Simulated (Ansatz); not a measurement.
Take HfO₂ in the fluorite structure (space group Fm-3m, No. 225; a = 5.059 Å) as the base. Axes: x, y, z lie along the cube axes.

Modification: compressive biaxial strain of 1.84 % in the plane normal to [110], as in epitaxy on a mismatched substrate; the out-of-plane cell vector and the atoms relax.

Level of theory: r2SCAN, PAW, 500 eV (Ansatz, an electronic-structure program; no spin-orbit coupling), earlier PAW set.

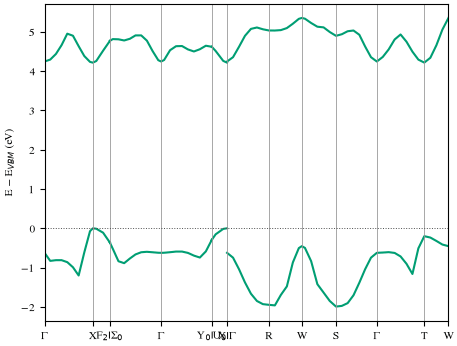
Figure: Highest valence and lowest conduction band along the path of the changed cell's own zone

### Question
From the figure, how large is the changed gap, and is it direct?

### Answer
About 4.2 eV, direct at X.

Spin-orbit coupling, missing from the scalar runs, can matter with Hf. Stability against distortions was not tested. This is not the structure that HfO2 has at room temperature and ambient pressure. Labels are those of the standard path for the cell's own space group.
